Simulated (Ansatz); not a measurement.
## Response to strain in W

Base system: W in the bcc (W type) structure (space group Im-3m, No. 229; a = 3.1694 Å; relaxed with 0.1 eV smearing).

Strains are applied to the cell and any free atomic positions relax.

Calculations: r2SCAN, PAW, 500 eV (Ansatz, a quantum-chemistry and plane-wave program; no spin-orbit coupling), earlier PAW set.

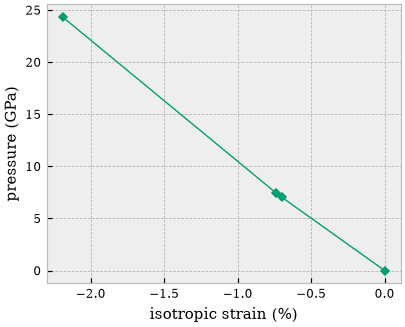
*Pressure against isotropic strain*

```json
[
 {"isotropic strain (%)": "-2.19", "pressure": "24.3 GPa"},
 {"isotropic strain (%)": "-0.74", "pressure": "7.5 GPa"},
 {"isotropic strain (%)": "-0.7", "pressure": "7.0 GPa"}
]
```

Whether these cells are dynamically stable was not tested. The final runs are not spin-polarised.
